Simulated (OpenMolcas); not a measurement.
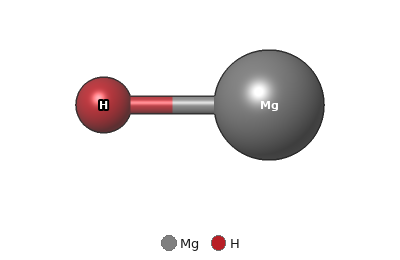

Figure 1. The molecule at the reference distance of 1.741 Å.

## Relativistic diatomic calculation: MgH (part 1 of 2)

MgH. Computed at this level: SA-CASSCF(3,5)/XMS-CASPT2 + RASSI spin-orbit (X2C scalar, AMFI), ANO-RCC-VTZP (OpenMolcas).

**Log (extracts)**
```
++    Wave function specifications:
      Number of closed shell electrons          10
      Number of electrons in active shells       3
      Number of inactive orbitals                5
      Number of active orbitals                  5
      Number of secondary orbitals              38
      Spin quantum number                      0.5
      State symmetry                             1
++    Orbital specifications:
      Symmetry species                           1   2
                                                 a   b
      Frozen orbitals                            0   0
      Inactive orbitals                          3   2
      Active orbitals                            3   2
      RAS2 orbitals                              3   2
      Secondary orbitals                        20  18
      Number of basis functions                 26  22
      printout of CI-coefficients larger than  0.15 for root  1
      energy=    -200.461778
      conf/sym  111 22     Coeff  Weight
             1  2u0 00   0.89586 0.80256
             2  u20 00   0.26219 0.06874
             3  20u 00   0.27957 0.07816
             6  uud 00  -0.15156 0.02297
      printout of CI-coefficients larger than  0.15 for root  2
      energy=    -200.335910
      conf/sym  111 22     Coeff  Weight
             2  u20 00  -0.81010 0.65627
             3  20u 00   0.42341 0.17928
             4  udu 00   0.24020 0.05770
             9  u00 20   0.19991 0.03996
            12  u00 02   0.19991 0.03996
      printout of CI-coefficients larger than  0.15 for root  3
      energy=    -200.249252
      conf/sym  111 22     Coeff  Weight
             1  2u0 00  -0.33788 0.11416
             2  u20 00   0.41304 0.17060
             3  20u 00   0.72415 0.52439
             4  udu 00   0.29873 0.08924
             6  uud 00   0.25083 0.06292
             7  u02 00  -0.16153 0.02609
      printout of CI-coefficients larger than  0.15 for root  4
      energy=    -200.170199
      conf/sym  111 22     Coeff  Weight
            10  u00 du   0.85334 0.72820
            11  u00 ud  -0.49268 0.24273
      printout of CI-coefficients larger than  0.15 for root  5
      energy=    -200.161533
      conf/sym  111 22     Coeff  Weight
             9  u00 20  -0.70228 0.49319
            12  u00 02   0.70228 0.49319
      printout of CI-coefficients larger than  0.15 for root  6
      energy=    -200.161533
      conf/sym  111 22     Coeff  Weight
            10  u00 du  -0.49658 0.24660
            11  u00 ud  -0.86011 0.73979
      printout of CI-coefficients larger than  0.15 for root  7
      energy=    -200.151057
      conf/sym  111 22     Coeff  Weight
             1  2u0 00  -0.24159 0.05836
             4  udu 00   0.34526 0.11921
             6  uud 00  -0.68706 0.47205
             7  u02 00   0.15144 0.02294
             9  u00 20  -0.39656 0.15726
            12  u00 02  -0.39656 0.15726
      Natural orbitals and occupation numbers for root  1
      sym 1:   1.955463   0.990433   0.024108
      sym 2:   0.014998   0.014998
      Natural orbitals and occupation numbers for root  2
      sym 1:   1.180013   1.404209   0.250788
      sym 2:   0.082495   0.082495
      Natural orbitals and occupation numbers for root  3
      sym 1:   1.662148   0.549050   0.780113
      sym 2:   0.004345   0.004345
      Natural orbitals and occupation numbers for root  4
      sym 1:   1.000000   0.000000   0.000000
      sym 2:   1.000000   1.000000
      Natural orbitals and occupation numbers for root  5
      sym 1:   1.000000   0.000000   0.000000
      sym 2:   1.000000   1.000000
      Natural orbitals and occupation numbers for root  6
      sym 1:   1.000000   0.000000   0.000000
      sym 2:   1.000000   1.000000
      Natural orbitals and occupation numbers for root  7
      sym 1:   1.203122   0.677729   0.476183
      sym 2:   0.321483   0.321483
      RASSCF energy for state  7                   -200.15105710
::    RASSCF root number  1 Total energy:   -200.46177832
::    RASSCF root number  2 Total energy:   -200.33590950
::    RASSCF root number  3 Total energy:   -200.24925220
::    RASSCF root number  4 Total energy:   -200.17019875
::    RASSCF root number  5 Total energy:   -200.16153309
::    RASSCF root number  6 Total energy:   -200.16153309
::    RASSCF root number  7 Total energy:   -200.15105710
      Von Neumann Entropy (Root   1) =  0.71656
++    Wave function specifications:
      Number of closed shell electrons           6
      Number of electrons in active shells       3
      Number of inactive orbitals                3
      Number of active orbitals                  5
      Number of secondary orbitals              38
      Spin quantum number                      0.5
      State symmetry                             1
      Number of CSFs                            20
      Number of CASSCF root(s) available         7
      CASPT2 state passed to geometry opt.       7
      A file JOBMIX will be created
      This is a MULTI-STATE CASSCF reference
      Number of CI roots used                    7
      These are:                                 1   2   3   4   5   6   7
      Off-diagonal elements of Heff are computed
  FINAL CASPT2 RESULT:
      Reference energy:        -200.4617783192
      E2 (Non-variational):      -0.2272208613
      Shift correction:          -0.0012844135
      E2 (Variational):          -0.2285052748
      Total energy:            -200.6902835940
      Reference weight:           0.95780
  FINAL CASPT2 RESULT:
      Reference energy:        -200.3359095028
      E2 (Non-variational):      -0.2033977791
      Shift correction:          -0.0019933541
      E2 (Variational):          -0.2053911332
      Total energy:            -200.5413006360
      Reference weight:           0.96222
  FINAL CASPT2 RESULT:
      Reference energy:        -200.2492521954
      E2 (Non-variational):      -0.2128653991
      Shift correction:          -0.0013360503
      E2 (Variational):          -0.2142014494
      Total energy:            -200.4634536448
      Reference weight:           0.96274
  FINAL CASPT2 RESULT:
      Reference energy:        -200.1701987541
      E2 (Non-variational):      -0.1918552356
      Shift correction:          -0.0010522909
      E2 (Variational):          -0.1929075265
      Total energy:            -200.3631062806
      Reference weight:           0.97263
  FINAL CASPT2 RESULT:
      Reference energy:        -200.1615330918
      E2 (Non-variational):      -0.2049077313
      Shift correction:          -0.0054872402
      E2 (Variational):          -0.2103949715
      Total energy:            -200.3719280633
      Reference weight:           0.94516
  FINAL CASPT2 RESULT:
      Reference energy:        -200.1615330918
      E2 (Non-variational):      -0.2049116095
      Shift correction:          -0.0054879211
      E2 (Variational):          -0.2103995307
      Total energy:            -200.3719326224
      Reference weight:           0.94515
  FINAL CASPT2 RESULT:
      Reference energy:        -200.1510570975
      E2 (Non-variational):      -0.1962826827
      Shift correction:          -0.0015220171
      E2 (Variational):          -0.1978046998
      Total energy:            -200.3488617973
      Reference weight:           0.96813
       Total XMS-CASPT2 energies:
::    XMS-CASPT2 Root  1     Total energy:   -200.68000260
::    XMS-CASPT2 Root  2     Total energy:   -200.54045824
::    XMS-CASPT2 Root  3     Total energy:   -200.46943414
::    XMS-CASPT2 Root  4     Total energy:   -200.37193262
::    XMS-CASPT2 Root  5     Total energy:   -200.37192806
::    XMS-CASPT2 Root  6     Total energy:   -200.36310628
::    XMS-CASPT2 Root  7     Total energy:   -200.35400469
++    Wave function specifications:
      Number of closed shell electrons          10
      Number of electrons in active shells       3
      Number of inactive orbitals                5
      Number of active orbitals                  5
      Number of secondary orbitals              38
      Spin quantum number                      0.5
      State symmetry                             2
      printout of CI-coefficients larger than  0.15 for root  1
      energy=    -200.387959
      conf/sym  111 22     Coeff  Weight
             1  200 u0   0.82962 0.68826
             3  ud0 u0   0.49104 0.24112
            13  uu0 d0  -0.17470 0.03052
      printout of CI-coefficients larger than  0.15 for root  2
      energy=    -200.387959
      conf/sym  111 22     Coeff  Weight
             2  200 0u   0.82962 0.68826
             4  ud0 0u   0.49104 0.24112
            14  uu0 0d  -0.17470 0.03052
      printout of CI-coefficients larger than  0.15 for root  3
      energy=    -200.245618
      conf/sym  111 22     Coeff  Weight
             1  200 u0  -0.41534 0.17251
             3  ud0 u0   0.44250 0.19580
            13  uu0 d0  -0.77194 0.59589
      printout of CI-coefficients larger than  0.15 for root  4
      energy=    -200.245618
      conf/sym  111 22     Coeff  Weight
             2  200 0u  -0.41534 0.17251
             4  ud0 0u   0.44250 0.19580
            14  uu0 0d  -0.77194 0.59589
      printout of CI-coefficients larger than  0.15 for root  5
      energy=    -200.221212
      conf/sym  111 22     Coeff  Weight
             2  200 0u  -0.28609 0.08185
             4  ud0 0u   0.73571 0.54127
            14  uu0 0d   0.58830 0.34610
      printout of CI-coefficients larger than  0.15 for root  6
      energy=    -200.221212
      conf/sym  111 22     Coeff  Weight
             1  200 u0  -0.28609 0.08185
             3  ud0 u0   0.73571 0.54127
            13  uu0 d0   0.58830 0.34610
      Natural orbitals and occupation numbers for root  1
      sym 1:   1.872105   0.124928   0.001978
      sym 2:   1.000000   0.000990
      Natural orbitals and occupation numbers for root  2
      sym 1:   1.872105   0.124928   0.001978
      sym 2:   0.000990   1.000000
      Natural orbitals and occupation numbers for root  3
      sym 1:   1.296858   0.669813   0.033325
      sym 2:   1.000000   0.000004
      Natural orbitals and occupation numbers for root  4
      sym 1:   1.296858   0.669813   0.033325
      sym 2:   0.000004   1.000000
      Natural orbitals and occupation numbers for root  5
      sym 1:   1.280140   0.699519   0.020123
      sym 2:   0.000218   1.000000
      Natural orbitals and occupation numbers for root  6
      sym 1:   1.280140   0.699519   0.020123
      sym 2:   1.000000   0.000218
      RASSCF energy for state  6                   -200.22121234
::    RASSCF root number  1 Total energy:   -200.38795939
::    RASSCF root number  2 Total energy:   -200.38795939
::    RASSCF root number  3 Total energy:   -200.24561767
::    RASSCF root number  4 Total energy:   -200.24561767
::    RASSCF root number  5 Total energy:   -200.22121234
::    RASSCF root number  6 Total energy:   -200.22121234
      Von Neumann Entropy (Root   1) =  0.85445
++    Wave function specifications:
      Number of closed shell electrons           6
      Number of electrons in active shells       3
      Number of inactive orbitals                3
      Number of active orbitals                  5
      Number of secondary orbitals              38
      Spin quantum number                      0.5
      State symmetry                             2
      Number of CSFs                            20
      Number of CASSCF root(s) available         6
      CASPT2 state passed to geometry opt.       6
      A file JOBMIX will be created
      This is a MULTI-STATE CASSCF reference
      Number of CI roots used                    6
      These are:                                 1   2   3   4   5   6
      Off-diagonal elements of Heff are computed
  FINAL CASPT2 RESULT:
      Reference energy:        -200.3879593923
      E2 (Non-variational):      -0.2061555320
      Shift correction:          -0.0018518718
      E2 (Variational):          -0.2080074039
      Total energy:            -200.5959667962
      Reference weight:           0.96368
  FINAL CASPT2 RESULT:
      Reference energy:        -200.3879593922
      E2 (Non-variational):      -0.2061555201
      Shift correction:          -0.0018518657
      E2 (Variational):          -0.2080073858
      Total energy:            -200.5959667779
      Reference weight:           0.96368
  FINAL CASPT2 RESULT:
      Reference energy:        -200.2456176703
      E2 (Non-variational):      -0.1917697612
      Shift correction:          -0.0012512799
      E2 (Variational):          -0.1930210411
      Total energy:            -200.4386387113
      Reference weight:           0.97191
  FINAL CASPT2 RESULT:
      Reference energy:        -200.2456176702
      E2 (Non-variational):      -0.1917701134
      Shift correction:          -0.0012514188
      E2 (Variational):          -0.1930215322
      Total energy:            -200.4386392024
      Reference weight:           0.97191
  FINAL CASPT2 RESULT:
      Reference energy:        -200.2212123361
      E2 (Non-variational):      -0.2055669140
      Shift correction:          -0.0041124205
      E2 (Variational):          -0.2096793346
      Total energy:            -200.4308916707
      Reference weight:           0.95013
  FINAL CASPT2 RESULT:
      Reference energy:        -200.2212123359
      E2 (Non-variational):      -0.2055668631
      Shift correction:          -0.0041124128
      E2 (Variational):          -0.2096792759
      Total energy:            -200.4308916118
      Reference weight:           0.95013
       Total XMS-CASPT2 energies:
::    XMS-CASPT2 Root  1     Total energy:   -200.59102373
::    XMS-CASPT2 Root  2     Total energy:   -200.59102361
::    XMS-CASPT2 Root  3     Total energy:   -200.44707631
::    XMS-CASPT2 Root  4     Total energy:   -200.44707625
::    XMS-CASPT2 Root  5     Total energy:   -200.42739761
::    XMS-CASPT2 Root  6     Total energy:   -200.42739725
++    Wave function specifications:
      Number of closed shell electrons          10
      Number of electrons in active shells       3
      Number of inactive orbitals                5
      Number of active orbitals                  5
      Number of secondary orbitals              38
      Spin quantum number                      1.5
      State symmetry                             2
      printout of CI-coefficients larger than  0.15 for root  1
      energy=    -200.317769
      conf/sym  111 22     Coeff  Weight
             2  uu0 0u   0.99998 0.99997
      printout of CI-coefficients larger than  0.15 for root  2
      energy=    -200.317769
      conf/sym  111 22     Coeff  Weight
             1  uu0 u0   0.99998 0.99997
      Natural orbitals and occupation numbers for root  1
      sym 1:   1.000000   1.000000   0.000000
      sym 2:  -0.000000   1.000000
      Natural orbitals and occupation numbers for root  2
      sym 1:   1.000000   1.000000   0.000000
      sym 2:   1.000000  -0.000000
      RASSCF energy for state  2                   -200.31776942
::    RASSCF root number  1 Total energy:   -200.31776942
::    RASSCF root number  2 Total energy:   -200.31776942
      Von Neumann Entropy (Root   1) =  1.50000
++    Wave function specifications:
      Number of closed shell electrons           6
      Number of electrons in active shells       3
      Number of inactive orbitals                3
      Number of active orbitals                  5
      Number of secondary orbitals              38
      Spin quantum number                      1.5
      State symmetry                             2
      Number of CSFs                             6
      Number of CASSCF root(s) available         2
      CASPT2 state passed to geometry opt.       2
      A file JOBMIX will be created
      This is a MULTI-STATE CASSCF reference
      Number of CI roots used                    2
      These are:                                 1   2
      Off-diagonal elements of Heff are computed
  FSPIN-FREE ENERGIES:
  (Shifted by EMIN (a.u.) =       -200.6800026037)
 SF State       Relative EMIN(au)   Rel lowest level(eV)    D:o, cm**(-1)      Abs_M
     1             0.0000000000        0.0000000000              0.0000         0.0
     8             0.0889788693        2.4212383793          19528.6045         1.0
     9             0.0889789902        2.4212416697          19528.6311         1.0
     2             0.1395443610        3.7971955056          30626.4472         0.0
    14             0.1753255148        4.7708503032          38479.5027         1.0
    15             0.1753255193        4.7708504257          38479.5037         1.0
     3             0.2105684652        5.7298598374          46214.4363         0.0
    10             0.2329262926        6.3382473138          51121.4122         1.0
    11             0.2329263508        6.3382488997          51121.4250         1.0
    12             0.2526049984        6.8737321778          55440.3889         1.0
    13             0.2526053508        6.8737417695          55440.4663         1.0
    16             0.2720451281        7.4027250582          59707.0042         0.0
    17             0.2906741940        7.9096477641          63795.6116         0.0
     4             0.3080699813        8.3830112521          67613.5456         2.0
     5             0.3080745404        8.3831353126          67614.5462         2.0
     6             0.3168963232        8.6231882498          69550.7037         0.0
     7             0.3259979167        8.8708552258          71548.2726         0.0
```

(Continued in part 2.) Outcome of the run: converged.
